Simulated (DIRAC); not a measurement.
**CaO (Calcium monoxide): PBE0/dyall-acv2z (Levy-Leblond, uncontracted yes)**

Wanted: a point of an energy scan of CaO (Calcium monoxide). 

The results are computed with DIRAC 26.1 (patched).

15 further runs of the same task are left out: 15 set aside as unsound or not needed. Runs told in other sessions of the task aren't counted.

## Step 1: The molecule

The species is CaO (2 atoms), meant as a singlet with charge 0. As SMILES, `[O]=[Ca]`.

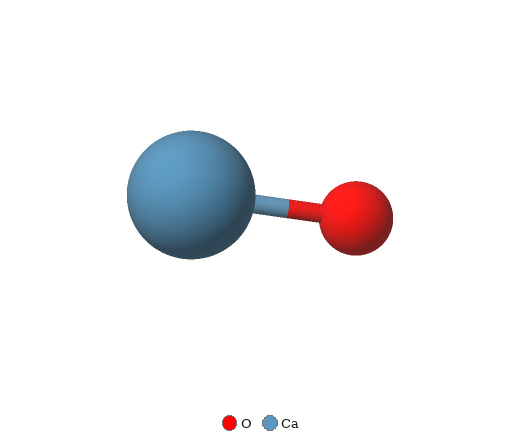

Viewed from a chosen angle; oxygen red, calcium blue.

## Step 2: A point of an energy scan at PBE0/dyall-acv2z (Levy-Leblond, uncontracted yes)

CaO.xyz

```xyz
2
CaO
O       0.00000000      0.00000000      0.00000000
Ca      0.00000000      0.00000000      1.79566772
```

job.inp

```
**DIRAC
.WAVE FUNCTION
**HAMILTONIAN
.LEVY-LEBLOND
.DFT
PBE0
**INTEGRALS
*READIN
.UNCONTRACT
**GRID
.ULTRAFINE
**WAVE FUNCTION
.SCF
**MOLECULE
*BASIS
.DEFAULT
dyall.acv2z
*END OF INPUT
```

Run with:

```
$ pam --inp=job.inp --mol=CaO.xyz --noarch --mw=163 --aw=368
```

What it wrote:

```text
[...]
It.    1    -398.3954751932      0.00D+00  0.00D+00  0.00D+00               0.03969000s   Atom. scrpot
[...]
It.   17    -752.5307750125     -3.07D-12  1.07D-07  1.63D-08   DIIS   9    0.62800000s   LL
[...]
* Convergence after   17 iterations.
[...]
                                   TOTAL ENERGY
                                   ------------
   Charge of molecule : 0
   Electronic energy                        :    -799.68223446349168
   Other contributions to the total energy
   Nuclear repulsion energy                 :      47.15145945099464
[...]
   Total energy                             :    -752.53077501249709
[...]
  * Closed shell, f = 1.0000
    -145.519434999  ( 2)        -19.034972228  ( 2)        -15.438426363  ( 2)        -12.540689404  ( 2)         -1.766781101  ( 2)
      -1.053584321  ( 2)         -0.724620663  ( 2)         -0.173598982  ( 2)
  * Virtual eigenvalues, f = 0.0000
      -0.077032519  ( 2)         -0.002498543  ( 2)          0.009193220  ( 2)          0.026789917  ( 2)          0.045116036  ( 2)
[...]
  * Closed shell, f = 1.0000
     -12.541395820  ( 2)         -1.035915181  ( 2)         -0.184276216  ( 2)
  * Virtual eigenvalues, f = 0.0000
      -0.015794378  ( 2)          0.017066620  ( 2)          0.073213629  ( 2)          0.120591064  ( 2)          0.197580590  ( 2)
       0.215855457  ( 2)          0.514623213  ( 2)          0.587380869  ( 2)          0.764364467  ( 2)          1.104196689  ( 2)
[...]
  * Closed shell, f = 1.0000
     -12.541395820  ( 2)         -1.035915181  ( 2)         -0.184276216  ( 2)
  * Virtual eigenvalues, f = 0.0000
      -0.015794378  ( 2)          0.017066620  ( 2)          0.073213629  ( 2)          0.120591064  ( 2)          0.197580590  ( 2)
       0.215855457  ( 2)          0.514623213  ( 2)          0.587380869  ( 2)          0.764364467  ( 2)          1.104196689  ( 2)
[...]
* HOMO - LUMO gap:
    E(LUMO) :    -0.07703252 au (symmetry A1 )
  - E(HOMO) :    -0.17359898 au (symmetry A1 )
  ------------------------------------------
    gap     :     0.09656646 au
[...]
```

Run time: 11 s. Hardware: 1 thread of Arm Neoverse V1, shared host; peak memory 0.074 GiB.

## Step 3: Outcome

Level: PBE0/dyall-acv2z (Levy-Leblond, uncontracted yes).

| quantity | value |
| --- | --- |
| total energy | -752.53078 Eh |
| HOMO energy | -4.72 eV |
| LUMO energy | -2.10 eV |
| HOMO–LUMO gap | 2.63 eV |
